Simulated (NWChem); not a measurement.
# C2H5F (SMILES CCF) at PBE0/6-31G

Aim: a structure relaxation of C2H5F. 

Program for the calculation: NWChem 7.3.0.

1 further run of the same task is left out (set aside as unsound or not needed).

## 1. The system as given

C2H5F has 8 atoms, charge 0, and is taken as a singlet. SMILES: `CCF`. The coordinates come from a PBE0-D4/def2-TZVP relaxation. The run starts from this shape.

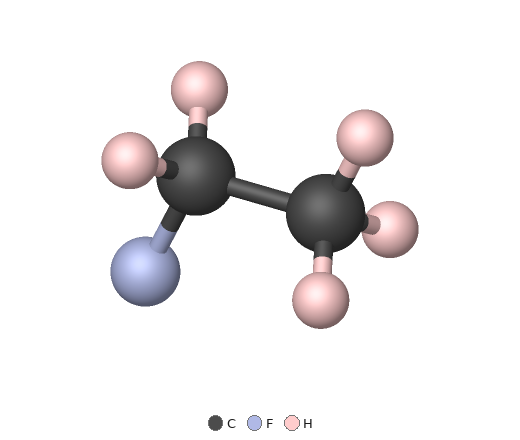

Viewed from a chosen angle; carbon dark grey, fluorine light blue, hydrogen pink.

## 2. A geometry optimisation at PBE0/6-31G

Contents of c2h5f.xyz:

```xyz
8

C     -0.431700     0.566900    -0.264600
C      0.378400    -0.599100     0.230500
F      1.663300    -0.186400     0.546500
H     -1.443900     0.237400    -0.512600
H      0.018600     0.998500    -1.160400
H     -0.500300     1.343000     0.499800
H      0.464000    -1.381500    -0.529800
H     -0.056300    -1.036000     1.134800
```

Contents of c2h5f.nw:

```
start c2h5f
memory stack 880 mb heap 220 mb global 1100 mb

geometry units angstroms
   load format xyz c2h5f.xyz
end

basis spherical bse
   * library 6-31G
end

dft
   xc pbe0
   grid fine
   convergence energy 1e-08
   iterations 100
   mulliken
   print low
end

driver
   tight
   maxiter 40
end

task dft optimize
task dft frequencies
```

The run is started by

```bash
$ nwchem c2h5f.nw > c2h5f.out
```

Standard output:

```text
[...]
 Group name             Cs
[...]
 d= 0,ls=0.0,diis     1   -178.7675595085 -2.58D+02  2.50D-02  4.19D-01     0.6
[...]
         Total DFT energy =     -178.819343228044
[...]
@    0    -178.81934323  0.0D+00  0.03404  0.00653  0.00000  0.00000      3.5
[...]
         Total DFT energy =     -178.820732956689
[...]
@    1    -178.82078809 -1.4D-03  0.00121  0.00047  0.01727  0.06114      8.6
[...]
@    5    -178.82086857 -1.0D-07  0.00001  0.00000  0.00018  0.00033     20.5
[...]
         Total DFT energy =   -178.820868582312
[...]
@    6    -178.82086858 -9.2D-09  0.00000  0.00000  0.00005  0.00009     22.0
[...]
         Total DFT energy =     -178.820868584332
[...]
         Total DFT energy =   -178.820868584332
                         DFT ENERGY GRADIENTS
    atom               coordinates                        gradient
                 x          y          z           x          y          z
   1 C       0.515142   2.231989   0.000000    0.000012  -0.000011   0.000000
   2 C      -1.059664  -0.143568   0.000000   -0.000012  -0.000000   0.000000
   3 F       0.585906  -2.299565   0.000000   -0.000000   0.000001   0.000000
   4 H      -0.700912   3.906699   0.000000   -0.000000   0.000002   0.000000
   5 H       1.723174   2.304621  -1.675125   -0.000004   0.000005  -0.000003
   6 H       1.723174   2.304621   1.675125   -0.000004   0.000005   0.000003
   7 H      -2.250305  -0.284147  -1.684768    0.000004  -0.000000  -0.000001
   8 H      -2.250305  -0.284147   1.684768    0.000004  -0.000000   0.000001
[...]
@    7    -178.82086858 -2.0D-09  0.00000  0.00000  0.00002  0.00004     23.5
[...]
      Optimization converged
[...]
@    7    -178.82086858 -2.0D-09  0.00000  0.00000  0.00002  0.00004     23.5
[...]
 d= 0,ls=0.0,diis     2   -178.8208682953  1.43D-11  2.44D-07  3.16D-10    24.8
         Total DFT energy =     -178.820868295342
      One electron energy =     -400.250286682754
           Coulomb energy =      166.067552182169
    Exchange-Corr. energy =      -22.986158387411
 Nuclear repulsion energy =       78.348024592655
[...]
      Total Density - Mulliken Population Analysis
     ---------------------------------------------
    Atom       Charge   Shell Charges
 -----------   ------   -------------------------------------------------------
    1 C    6     6.53   2.00  0.66  2.14  0.70  1.03
    2 C    6     5.99   2.00  0.69  2.01  0.59  0.70
    3 F    9     9.36   2.00  0.93  3.28  1.07  2.09
    4 H    1     0.83   0.53  0.31
    5 H    1     0.81   0.53  0.28
    6 H    1     0.81   0.53  0.28
    7 H    1     0.83   0.54  0.29
    8 H    1     0.83   0.54  0.29
[...]
 Zero-Point correction to Energy  =   43.418 kcal/mol  (  0.069192 au)
 Thermal correction to Energy     =   45.822 kcal/mol  (  0.073022 au)
 Thermal correction to Enthalpy   =   46.414 kcal/mol  (  0.073965 au)
 Total Entropy                    =   63.008 cal/mol-K
   - Translational                =   37.516 cal/mol-K (mol. weight =  48.0375)
   - Rotational                   =   22.321 cal/mol-K (symmetry #  =        1)
   - Vibrational                  =    3.172 cal/mol-K
 Cv (constant volume heat capacity) =   11.489 cal/mol-K
   - Translational                  =    2.979 cal/mol-K
   - Rotational                     =    2.979 cal/mol-K
   - Vibrational                    =    5.530 cal/mol-K
[...]
 Normal Eigenvalue ||           Projected Infra Red Intensities
  Mode   [cm**-1]  || [atomic units] [(debye/angs)**2] [(KM/mol)] [arbitrary]
 ------ ---------- || -------------- ----------------- ---------- -----------
    1       -0.000 ||    0.000471           0.011         0.459       0.383
    2       -0.000 ||    0.001841           0.042         1.795       1.496
    3       -0.000 ||    0.003103           0.072         3.025       2.521
    4        0.000 ||    0.003401           0.078         3.315       2.763
    5        0.000 ||    0.001684           0.039         1.641       1.368
    6        0.000 ||    0.000029           0.001         0.028       0.024
    7      261.505 ||    0.000727           0.017         0.709       0.591
    8      398.043 ||    0.008013           0.185         7.812       6.509
    9      844.546 ||    0.002280           0.053         2.223       1.852
   10      904.522 ||    0.017272           0.398        16.838      14.031
   11     1088.645 ||    0.054637           1.261        53.263      44.383
   12     1157.337 ||    0.016119           0.372        15.713      13.093
   13     1195.334 ||    0.005353           0.123         5.218       4.348
   14     1315.370 ||    0.000774           0.018         0.755       0.629
[...]
```

It took 73 s on 1 thread of Intel Xeon Platinum 8259CL at 2.50GHz (Skylake/Cascade Lake), shared host; peak memory 0.12 GiB.

The path in brief:

```tsv
step	energy from the first frame kept (eV)
0	0.0000
1	-0.0393
2	-0.0411
3	-0.0415
4	-0.0415
5	-0.0415
6	-0.0415
7	-0.0415
```

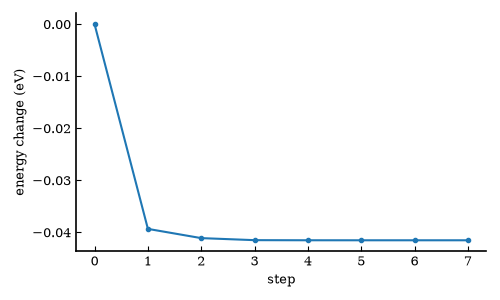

Energy along the run.

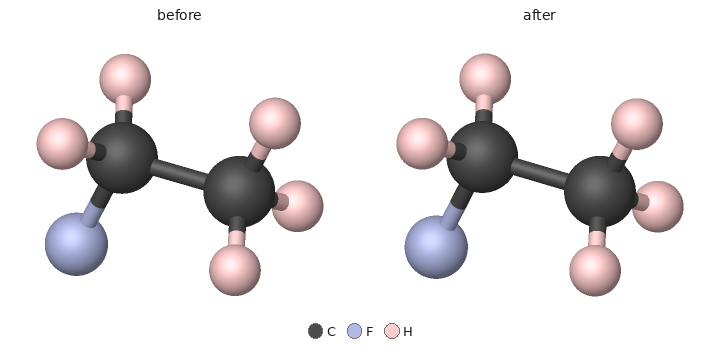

Before and after, at one scale.

After the run. Bond lengths: C1–C2 1.508 Å, C2–F3 1.435 Å, C1–H4 1.095 Å, C1–H5 1.094 Å, C1–H6 1.094 Å, C2–H7 1.094 Å, C2–H8 1.094 Å. Some angles: C1–C2–F3 109.1°, C1–C2–H7 112.0°, C1–C2–H8 112.0°, F3–C2–H7 107.2°, F3–C2–H8 107.2°, C2–C1–H4 110.5°, C2–C1–H5 110.6°, C2–C1–H6 110.6°, H7–C2–H8 109.1°, H4–C1–H5 108.4°.

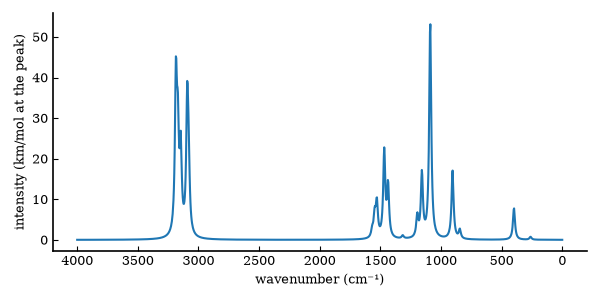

Harmonic infrared spectrum, unscaled, lines broadened by 10 cm⁻¹.

## 3. What came out

Level: PBE0/6-31G.

| quantity | value |
| --- | --- |
| total energy at the end | -178.82087 Eh |
| lowest harmonic wavenumber | 262 cm⁻¹ |
| highest harmonic wavenumber | 3186 cm⁻¹ |
| zero-point energy | 181.7 kJ/mol |

In words: At the final geometry: Bond lengths: C1–C2 1.508 Å, C2–F3 1.435 Å, C1–H4 1.095 Å, C1–H5 1.094 Å, C1–H6 1.094 Å, C2–H7 1.094 Å, C2–H8 1.094 Å. Some angles: C1–C2–F3 109.1°, C1–C2–H7 112.0°, C1–C2–H8 112.0°, F3–C2–H7 107.2°, F3–C2–H8 107.2°, C2–C1–H4 110.5°, C2–C1–H5 110.6°, C2–C1–H6 110.6°, H7–C2–H8 109.1°, H4–C1–H5 108.4°. All 18 modes are real, so the shape is a minimum at this level. The optimisation took 8 steps and changed the energy by -0.042 eV. Mulliken charges run from -0.53 on C1 to +0.19 on H5; they depend strongly on the basis.
